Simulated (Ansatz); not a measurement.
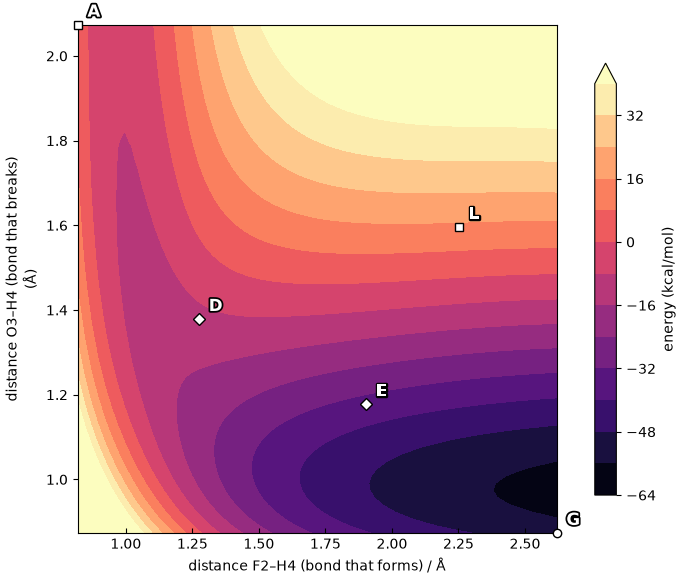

The reacting system Cl2FHOZr. Coordinates scanned: (1) distance F2–H4 (bond that forms); (2) distance O3–H4 (bond that breaks). Relaxed at each point: all other coordinates. The scan uses a 7 × 7 grid. Points are written as (first, second). Energies: kcal/mol, counted from a guessed transition structure relaxed with its forming and breaking bonds held. The reference is spin-restricted, so regions where a bond is pulled apart into radicals lie too high. Level of theory: RKS PBE0-D4/def2-SVP in Ansatz.

In the figure: filled contours, one colour for all values above the top of the scale, lettered points. Between grid points the surface is interpolated.

Question: What kind of point is each of E, L: minimum, saddle, maximum or slope?

Answer: E: on a slope; L: on a slope. (In these two coordinates alone; a stationary point may lie a little off the grid point.)

Question: Rank the lettered points by energy, lowest first.

Answer: G (−52 kcal/mol), E (−35 kcal/mol), D (−10 kcal/mol), A (6 kcal/mol), L (15 kcal/mol).
